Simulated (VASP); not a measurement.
# Te with r2SCAN + rVV10: from relaxation to properties, part 2 of 2

Aim: relax Te with r2SCAN + rVV10, compute its properties on that cell and hold them against experiment. The start is a cell from a database of measured crystal structures.

VASP 6.6.1, plane waves and PAW; the level of theory is named at each step.

Still holding for the runs below: Spin-orbit coupling is off here; with elements this heavy it splits and shifts levels by tenths of an eV or more.

So far, gap on the k-mesh (eV): 0.336 in steps 2, 3, 4, 6 and 8. The relaxed cell has a = 4.483, c = 5.945 Å (conventional setting).

## (10) Starting orbitals for the hybrid

This step: r2SCAN; plane waves and PAW (Te) (VASP 6.6.1).

A hybrid converges badly from random orbitals, so a cheap semilocal run writes a WAVECAR on the same mesh first.

INCAR

```
SYSTEM = Te
PREC = Accurate
ENCUT = 400
EDIFF = 1E-05
NELM = 100
ISMEAR = 0
SIGMA = 0.05
LREAL = .FALSE.
ALGO = Normal
METAGGA = R2SCAN
LASPH = .TRUE.
NBANDS = 15
LORBIT = 11
LWAVE = .TRUE.
LCHARG = .FALSE.
KPAR = 2
```

POSCAR

```
Te
1.0
    4.4833029524      0.0000000000      0.0000000000
   -2.2416514762      3.8826542496      0.0000000000
    0.0000000000      0.0000000000      5.9449296644
Te
3
Direct
    0.2646617998      0.0000000000      0.3333333333
    0.0000000000      0.2646617998      0.6666666667
    0.7353382002      0.7353382002      0.0000000000
```

KPOINTS

```
Automatic mesh
0
Gamma
4 4 3
0 0 0
```

Potentials, in the order of the species: Te (PBE family, release 64).

Command:

```sh
mpirun -np 2 vasp_std
```

Wall time 14 s (2 MPI ranks of Intel Xeon 6975P-C (Granite Rapids), shared host); peak memory 0.34 GiB; 26 s of CPU time.

A gap read on the k-mesh alone can miss the band edges.

Numbers from this step:

| Quantity | Value |
| --- | --- |
| SCF cycles | 12 |
| bands | 15 |
| irreducible k-points | 9 |
| free energy (TOTEN) | -76.2051 eV |
| Fermi energy | 5.575 eV |
| pressure | 0.7010 GPa |
| valence top at k | 0.25, 0.25, 0.3333 |
| conduction bottom at k | 0, 0, 0.3333 |
| least direct gap at k | 0.25, 0.25, 0.3333 |
| gap on the k-mesh | 1.007 eV |
| least direct gap on the k-mesh | 1.202 eV |

## (11) Band structure (HSE06)

This step: HSE06; plane waves and PAW (Te) (VASP 6.6.1).

HSE06 mixes in a quarter of exact exchange at short range, at far higher cost; in semiconductors this cures much of the gap error, while metals seldom gain.

INCAR

```
SYSTEM = Te
PREC = Accurate
ENCUT = 400
EDIFF = 1E-06
NELM = 100
ISMEAR = 0
SIGMA = 0.05
LREAL = .FALSE.
ALGO = Normal
LHFCALC = .TRUE.
AEXX = 0.25
GGA = PE
HFSCREEN = 0.2
LASPH = .TRUE.
NBANDS = 15
PRECFOCK = Fast
LORBIT = 11
LWAVE = .FALSE.
LCHARG = .FALSE.
KPAR = 2
```

POSCAR is that of step 10.

KPOINTS is that of step 10.

KPOINTS_OPT

```
Line mode
6
Line-mode
Reciprocal
  0.00000000   0.00000000   0.00000000 GAMMA
  0.50000000   0.00000000   0.00000000 M

  0.50000000   0.00000000   0.00000000 M
  0.33333333   0.33333333   0.00000000 K

  0.33333333   0.33333333   0.00000000 K
  0.00000000   0.00000000   0.00000000 GAMMA

  0.00000000   0.00000000   0.00000000 GAMMA
  0.00000000   0.00000000   0.50000000 A

  0.00000000   0.00000000   0.50000000 A
  0.50000000   0.00000000   0.50000000 L

  0.50000000   0.00000000   0.50000000 L
  0.33333333   0.33333333   0.50000000 H

  0.33333333   0.33333333   0.50000000 H
  0.00000000   0.00000000   0.50000000 A

  0.50000000   0.00000000   0.50000000 L
  0.50000000   0.00000000   0.00000000 M

  0.33333333   0.33333333   0.00000000 K
  0.33333333   0.33333333   0.50000000 H
```

The WAVECAR or CHGCAR of an earlier step is read.

Command:

```sh
mpirun -np 2 vasp_std
```

The job ended after 3.8 min (2 MPI ranks; peak memory 0.6 GiB).

The k-mesh is coarse for exact exchange; levels may shift by about 0.1 eV on a finer one.

Numbers from this step:

```
SCF cycles                        : 9
free energy (TOTEN)               : -11.89 eV
Fermi energy                      : 5.304 eV
least gap on mesh and path        : 0.6101 eV
least direct gap on mesh and path : 0.6258 eV
valence top at k                  : 0.3667, 0.2667, 0.5
conduction bottom at k            : 0.3333, 0.3333, 0.5
least direct gap at k             : 0.3333, 0.3333, 0.5
```

Electronic bands along the path, in eV, zero at the valence-band top; v1 is the highest filled band, c1 the lowest empty one:

```tsv
point	v4	v3	v2	v1	c1	c2	c3	c4
Γ	-2.96	-1.84	-1.84	-0.89	1.55	1.55	2.25	5.65
M	-3.86	-3.76	-1.16	-0.94	1.40	1.52	3.64	4.46
K	-3.30	-3.30	-3.07	-2.86	3.50	3.50	3.87	5.54
Γ	-2.96	-1.84	-1.84	-0.89	1.55	1.55	2.25	5.65
A	-2.87	-1.53	-1.20	-1.20	1.00	1.06	1.06	4.72
L	-3.92	-2.59	-2.23	-0.21	1.26	2.52	3.17	5.29
H	-5.43	-1.12	-0.02	-0.02	0.61	1.99	1.99	6.61
A	-2.87	-1.53	-1.20	-1.20	1.00	1.06	1.06	4.72
jump to L	-3.92	-2.59	-2.23	-0.21	1.26	2.52	3.17	5.29
M	-3.86	-3.76	-1.16	-0.94	1.40	1.52	3.64	4.46
jump to K	-3.30	-3.30	-3.07	-2.86	3.50	3.50	3.87	5.54
H	-5.43	-1.12	-0.02	-0.02	0.61	1.99	1.99	6.61
```

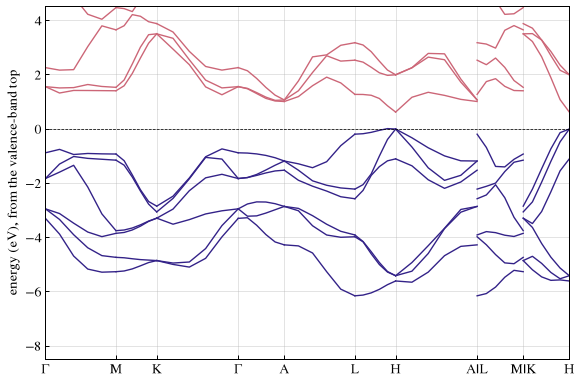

Electronic bands along the path; lines of filled and empty bands in two colours.

Force by atom:

```tsv
atom	x (eV/Å)	y (eV/Å)	z (eV/Å)	size
Te1	-0.293	0.000	0.000	0.293
Te2	0.147	-0.254	0.000	0.293
Te3	0.147	0.254	0.000	0.293
```

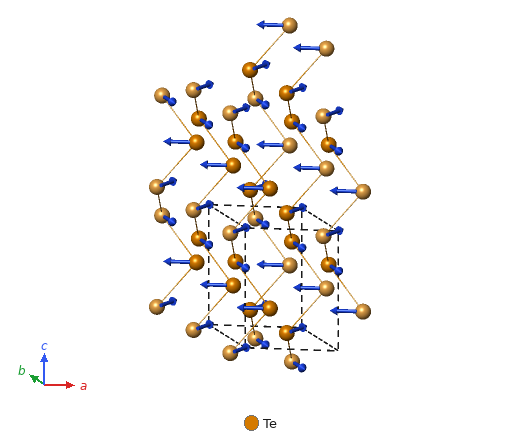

Force as arrows, the longest 0.293 eV/Å. 1×2×2 cells are drawn. Some periodic images of atoms are drawn too.

The gap moves by +0.30 eV against r2SCAN with rVV10, which ran on another mesh.

## (12) Bands along the symmetry lines (TB-mBJ)

This step: TB-mBJ; plane waves and PAW (Te) (VASP 6.6.1).

Levels along the symmetry lines show where the bands peak and cross; KPOINTS_OPT computes them in the converged potential. TB-mBJ is a local potential fitted to gaps: it costs far less than a hybrid but gives no energy.

INCAR

```
SYSTEM = Te
PREC = Accurate
ENCUT = 400
EDIFF = 1E-06
NELM = 150
ISMEAR = 0
SIGMA = 0.05
LREAL = .FALSE.
ALGO = Normal
METAGGA = MBJ
LASPH = .TRUE.
NBANDS = 22
LORBIT = 11
LWAVE = .FALSE.
LCHARG = .FALSE.
KPAR = 2
```

POSCAR is that of step 11.

KPOINTS

```
Automatic mesh
0
Gamma
6 6 4
0 0 0
```

Changes to KPOINTS_OPT since step 11:

```diff
@@ -1,3 +1,3 @@
 Line mode
-6
+16
 Line-mode
```

Command:

```sh
mpirun -np 2 vasp_std
```

It took 51 s on 2 MPI ranks; peak memory 0.42 GiB; 98 s of CPU time.

This functional is a potential without an energy, so its energies, forces and stress mean nothing and are not read.

Numbers from this step:

```
SCF cycles                        : 22
bands                             : 22
irreducible k-points              : 24
Fermi energy                      : 5.753 eV
least gap on mesh and path        : 0.3886 eV
least direct gap on mesh and path : 0.4179 eV
valence top at k                  : 0.3333, 0.3333, 0.4667
```

Electronic bands along the path, in eV, zero at the valence-band top; v1 is the highest filled band, c1 the lowest empty one:

```tsv
point	v4	v3	v2	v1	c1	c2	c3	c4
Γ	-2.73	-1.62	-1.62	-0.80	1.16	1.16	1.81	5.24
M	-3.44	-3.30	-1.04	-0.84	1.09	1.18	3.48	3.78
K	-2.90	-2.90	-2.74	-2.53	2.93	2.93	3.25	5.23
Γ	-2.73	-1.62	-1.62	-0.80	1.16	1.16	1.81	5.24
A	-2.64	-1.36	-1.04	-1.04	0.65	0.83	0.83	4.34
L	-3.52	-2.30	-2.00	-0.18	0.95	2.05	2.68	4.94
H	-4.79	-1.06	-0.03	-0.03	0.39	1.55	1.55	6.24
A	-2.64	-1.36	-1.04	-1.04	0.65	0.83	0.83	4.34
jump to L	-3.52	-2.30	-2.00	-0.18	0.95	2.05	2.68	4.94
M	-3.44	-3.30	-1.04	-0.84	1.09	1.18	3.48	3.78
jump to K	-2.90	-2.90	-2.74	-2.53	2.93	2.93	3.25	5.23
H	-4.79	-1.06	-0.03	-0.03	0.39	1.55	1.55	6.24
```

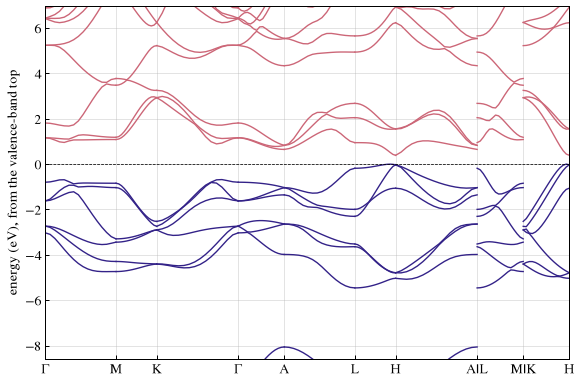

Electronic bands along the path; lines of filled and empty bands in two colours.

The gap moves by +0.08 eV against r2SCAN with rVV10.

## (13) Bands along the symmetry lines (r2SCAN + rVV10), changed input

This step: r2SCAN with rVV10; plane waves and PAW (Te) (VASP 6.6.1).

Levels along the symmetry lines show where the bands peak and cross; KPOINTS_OPT computes them in the converged potential. Some settings are moved from the usual, to see what they do.

INCAR

```
SYSTEM = Te
PREC = Accurate
ENCUT = 450
EDIFF = 1E-06
NELM = 100
ISMEAR = 0
SIGMA = 0.05
LREAL = .FALSE.
ALGO = Normal
METAGGA = R2SCAN
LUSE_VDW = .TRUE.
IVDW_NL = 2
BPARAM = 11.95
CPARAM = 0.0093
LASPH = .TRUE.
NBANDS = 22
LORBIT = 11
LWAVE = .FALSE.
LCHARG = .FALSE.
KPAR = 2
```

POSCAR is that of step 12.

KPOINTS is that of step 12.

KPOINTS_OPT is that of step 12.

Command:

```sh
mpirun -np 2 vasp_std
```

The job ended after 2.4 min (2 MPI ranks; peak memory 0.74 GiB; 4.6 min of CPU time).

This step gave:

- SCF cycles: 13
- free energy (TOTEN): -75.7378 eV
- Fermi energy: 5.744 eV
- pressure: -0.02059 GPa
- least gap on mesh and path: 0.3051 eV
- least direct gap on mesh and path: 0.3360 eV

The electronic bands at the labelled points (eV, zero at the valence-band top; v1 is the highest filled band, c1 the lowest empty one):

```tsv
point	v4	v3	v2	v1	c1	c2	c3	c4
Γ	-2.89	-1.74	-1.74	-0.85	1.11	1.11	1.76	5.29
M	-3.69	-3.57	-1.16	-0.90	1.04	1.14	3.31	3.91
K	-3.14	-3.14	-2.97	-2.73	3.00	3.00	3.34	5.15
Γ	-2.89	-1.74	-1.74	-0.85	1.11	1.11	1.76	5.29
A	-2.81	-1.45	-1.13	-1.13	0.58	0.72	0.72	4.40
L	-3.77	-2.48	-2.14	-0.22	0.89	2.05	2.70	4.87
H	-5.14	-1.11	-0.03	-0.03	0.31	1.54	1.54	6.20
A	-2.81	-1.45	-1.13	-1.13	0.58	0.72	0.72	4.40
jump to L	-3.77	-2.48	-2.14	-0.22	0.89	2.05	2.70	4.87
M	-3.69	-3.57	-1.16	-0.90	1.04	1.14	3.31	3.91
jump to K	-3.14	-3.14	-2.97	-2.73	3.00	3.00	3.34	5.15
H	-5.14	-1.11	-0.03	-0.03	0.31	1.54	1.54	6.20
```

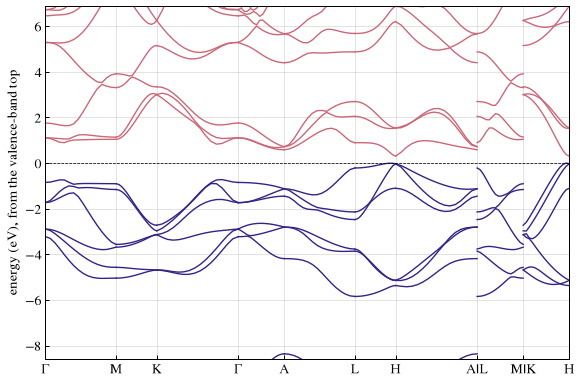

Electronic bands along the path; lines of filled and empty bands in two colours.

Against the sound run “Bands along the symmetry lines (r2SCAN + rVV10)”, the energy at zero smearing moves by -0.5 meV an atom, the pressure by +0.01 GPa and the gap by -0.00 eV.

## (14) Results

```json
{
 "relaxed volume": "34.49 Å³/atom",
 "relaxed conventional cell a, b, c": "4.483, 4.483, 5.945 Å; angles 90.0, 90.0, 120.0°",
 "space group after relaxing, within 0.02 Å": "P3_121 (No. 152)",
 "band gap": "0.305 eV, indirect (least direct gap of that run 0.336 eV)",
 "gap on the dense mesh": "0.336 eV",
 "highest zone-centre mode": "138 cm⁻¹",
 "strongest peak of ε2, mean over directions": "1.85 eV",
 "band gap (r2SCAN + rVV10 + SOC)": "0.131 eV, direct",
 "band gap (HSE06)": "0.610 eV, indirect (least direct gap of that run 0.626 eV)",
 "band gap (TB-mBJ)": "0.389 eV, indirect (least direct gap of that run 0.418 eV)"
}
```

In words: With r2SCAN + rVV10, Te relaxes to 34.49 Å³/atom in space group P3_121 (held by the symmetry of the run) and has an indirect gap of 0.305 eV (0.610 eV with HSE06). Against the listed cell the volume lies +1.4 % (a +0.6 %, c +0.3 %). Band structure (r2SCAN + rVV10 + SOC): The path shows a direct gap of 0.13 eV (valence top at H, conduction bottom at H). Band structure (HSE06): On this path the gap is indirect, 0.61 eV, with the valence top between L and H and the conduction bottom at H. The least direct gap is 0.63 eV. Bands along the symmetry lines (TB-mBJ): On this path the gap is indirect, 0.39 eV, with the valence top between K and H and the conduction bottom at H. The least direct gap is 0.42 eV. Bands along the symmetry lines (r2SCAN + rVV10), changed input: The path shows an indirect gap of 0.31 eV (valence top between K and H, conduction bottom at H). The least direct gap is 0.34 eV. The other levels ran on the cell relaxed with r2SCAN + rVV10, and without spin-orbit coupling unless named. Semilocal functionals usually underestimate gaps. Modes at Γ alone can't show that the crystal is stable at other wave vectors, and the LO-TO splitting is not included. No search among competing phases was made. All values are for a static lattice at zero temperature.

Comparison with the measured values:

| quantity | measured | r2SCAN with rVV10 |
| --- | --- | --- |
| Raman mode, A1 mode (cm⁻¹) | 120 | 119 (-0.9 %) |

Measured values from pmc:8269865 (2021).

How well it matches: The Raman mode is off by -0.9 %: good agreement. The grades are ours: good and fair within 3 and 7 % for the Raman mode. 2 further measured lines are left out: they lack a usable label, or no computed mode of their label or degeneracy could be paired (by label, or within 15 % without labels). Zero-point motion and thermal expansion (measured at up to 300 K) are not in the computed Raman mode.

[Lines on the potential files, build, host, timing and source positions are cut from VASP's logs without a mark.]

[Logs are printed without paths, hosts, clocks, repeated set-up lines and the standing remarks that a program may print on its own settings, such as how far it seeks lower states.]

[Hosts, paths, dates, database ids (printed as entryN), source tags and the programs' standing remarks are cut or masked in the printed files.]

[Measured values are set beside computed ones only where the two were judged alike; some that the calculation misses by far are left out.]
